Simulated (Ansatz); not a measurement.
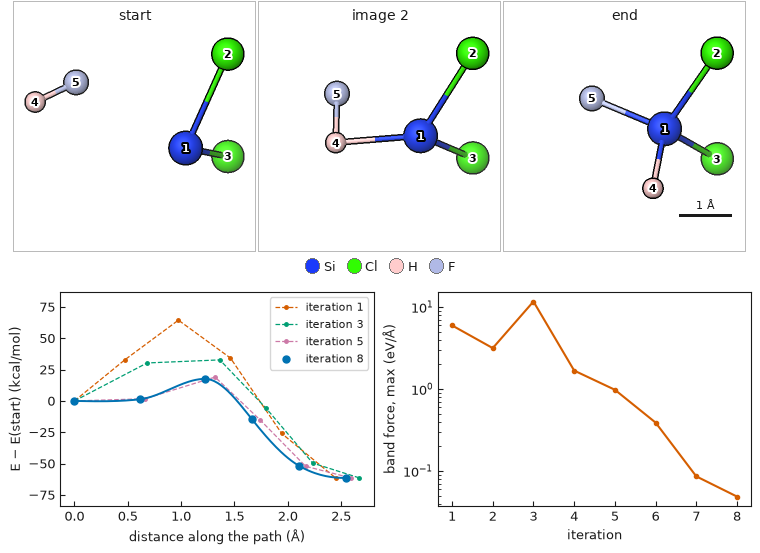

A search for the minimum-energy path of SiHCl2F, made up of SiCl$_{2}$ and HF by the nudged elastic band. Images are numbered from 0 (start) to 5 (end). The plot follows the band through its iterations. The picture is a ball-and-stick view, seen from a free direction.

Computed with RKS PBE0-D4/def2-SVP (Ansatz 0.2.0).

The input:
```yaml
crystal:
  periodic: [false, false, false]
  atoms:
    - {symbol: Si, position_ang: [0.382042, -1.005778, 0.474393]}
    - {symbol: Cl, position_ang: [1.561701, -0.916352, -1.239041]}
    - {symbol: Cl, position_ang: [-1.440475, -1.624707, -0.319755]}
    - {symbol: H, position_ang: [-0.188635, 2.016375, 0.929986]}
    - {symbol: F, position_ang: [-0.314632, 1.530462, 0.154416]}
basis:
  gaussian: {orbitals: def2-SVP}
hamiltonian: {xc: pbe0, dispersion: d4}
neb:
  images: 4
  climbing: immediate
  max_iterations: 60
  initial_path: idpp
  final_atoms:
    - {symbol: Si, position_ang: [0.000521, 0.090173, 0.071049]}
    - {symbol: Cl, position_ang: [1.657143, -0.601063, -0.863529]}
    - {symbol: Cl, position_ang: [-1.440142, -1.331066, 0.085640]}
    - {symbol: H, position_ang: [0.323036, 0.503588, 1.441426]}
    - {symbol: F, position_ang: [-0.540558, 1.338369, -0.734587]}
```

Command:
```bash
ansatz run in.yaml --threads 2 --pin off --events-out ev --progress --plain --max-ram 4352MiB
```

How did the profile develop, and is the result final?

Answer. The run is converged, with reservations. The band converged in 8 iterations. The largest component of the band force went from 6 to 0.049 eV/Å. The climbing image converged on the top of the path. Its curvatures weren't checked. The largest force component is 0.27 eV/Å at the start and 0.81 eV/Å at the end; an end with forces this large is no minimum, and the barrier measured from it can be far off. The first iteration put the highest image at 64.5 kcal/mol. Forward barrier 17.6 kcal/mol, backward barrier 79.0 kcal/mol, with image 2 at the top; the reaction energy is −61.4 kcal/mol.

Limits of the set-up: the start holds two separate molecules, 2.6 Å apart at their closest, whose relative position is a soft coordinate.

Cost: 64 s on 2 threads of Arm Neoverse V1, with other jobs on the host.
